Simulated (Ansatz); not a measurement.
# Black phosphorene bilayer (AB) in a perpendicular field

Wanted: the out-of-plane response of the black phosphorene bilayer (AB). A positive field points along +c.

Main program and level: Ansatz 0.2.0; plane-wave DFT, PBE-D3(BJ), Ansatz PAW.

**1. The structure**

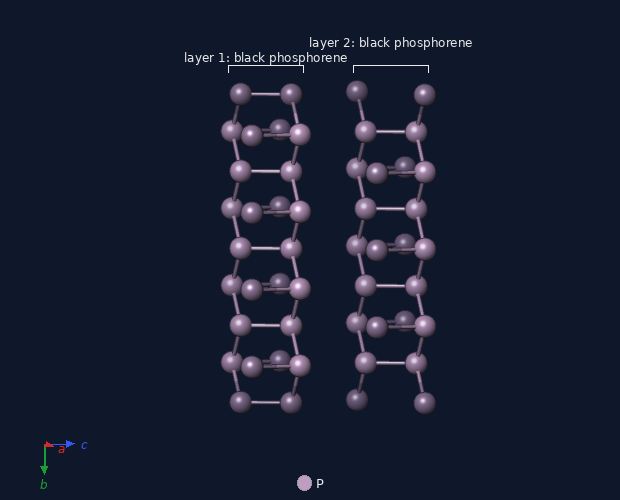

Start, viewed from the side, with the c axis across the page; phosphorus pink. 1×3×1 cells are drawn. Some periodic images of atoms are drawn too.

The cell holds 8 atoms: 8 P. Its edges and angles: a = 4.620 Å, b = 3.300 Å, c = 46.380 Å, α = 90.0°, β = 90.0°, γ = 90.0°. Regions: layer 1: black phosphorene, 4 atoms (4 P); layer 2: black phosphorene, 4 atoms (4 P). Vacuum lies along c.

**2. Relaxing the slab**

The starting cell is a guess, so the in-plane lattice and the atoms are relaxed first, with the slab cut off from its images along the normal.

Contents of input.yaml:

```yaml
crystal:
  lattice:
    - [4.62, 0.0, 0.0]
    - [0.0, 3.3, 0.0]
    - [0.0, 0.0, 46.380000001]
  atoms:
    - { symbol: P, position: [0.09, 0.0, 0.4172056921] }
    - { symbol: P, position: [0.41, 0.5, 0.4193617939] }
    - { symbol: P, position: [0.91, 0.0, 0.4655023717] }
    - { symbol: P, position: [0.59, 0.5, 0.46334627] }
    - { symbol: P, position: [0.09, 0.5, 0.5344976283] }
    - { symbol: P, position: [0.41, 0.0, 0.53665373] }
    - { symbol: P, position: [0.91, 0.5, 0.5827943079] }
    - { symbol: P, position: [0.59, 0.0, 0.5806382061] }
  periodic: [true, true, false]
kpoints:
  mp_grid: { grid: [8, 10, 1] }
hamiltonian:
  xc: pbe
  dispersion: d3bj
scf:
  occupations: { method: fermi_dirac, width: 0.05 }
  convergence: { dr2_threshold: 1.0e-09 }
relax:
  f_tol: 0.004
  max_steps: 90
  cell: {}
output:
  write_potential: true
  write_density: true
  volumetric_format: npy
```

The run is started by

```console
$ ansatz run input.yaml --threads 2 --pin off --max-ram 4096MiB --backend cpu --events-out ev --progress --plain --runs-dir out
```

Planned after this: atoms held, field 0, start network; atoms held, field 0.05 V/Å; single point, field -0.05 V/Å; single point, field 0.1 V/Å; atoms held, field -0.1 V/Å; atoms held, field 0.2 V/Å; atoms held, field -0.2 V/Å; single point, field 0.3 V/Å; single point, field -0.3 V/Å; atoms held, field 0.4 V/Å; single point, field -0.4 V/Å; response, atoms held. Settings of the main run: cutoff 420 eV, 10×14×1 k-mesh, smearing width 0.02585 eV, 2 layers, stack black phosphorene bilayer (AB), PAW set soft 2.

Before running: what should come out for the equivalent conductor thickness, atoms held?

The induced dipole equals that of a perfect conductor 9.34 Å thick, while the outer atoms lie 7.24 Å apart; an out-of-plane ε follows only once a thickness t is chosen, by 1 − 1/ε = 9.34 Å / t. The gap goes from 0.09 eV to 0.06 eV at -0.4 V/Å. Semilocal functionals give gaps that are too small, and excitons are not included.

```
gap without field                          : 0.0918 eV
ionisation energy, upper face              : 4.40 eV
electron affinity, upper face              : 4.31 eV
equivalent conductor thickness, atoms held : 9.34 Å
```

[Logs are printed without paths, hosts, clocks, repeated set-up lines and the standing remarks that a program may print on its own settings, such as how far it seeks lower states.]

[Hosts, paths, dates, database ids (printed as entryN), source tags and the programs' standing remarks are cut or masked in the printed files.]

[Maps of the electrostatic potential energy from Ansatz leave out the sawtooth potential of an applied field or a dipole correction, so their vacuum need not be flat; planar profiles and work functions include it.]
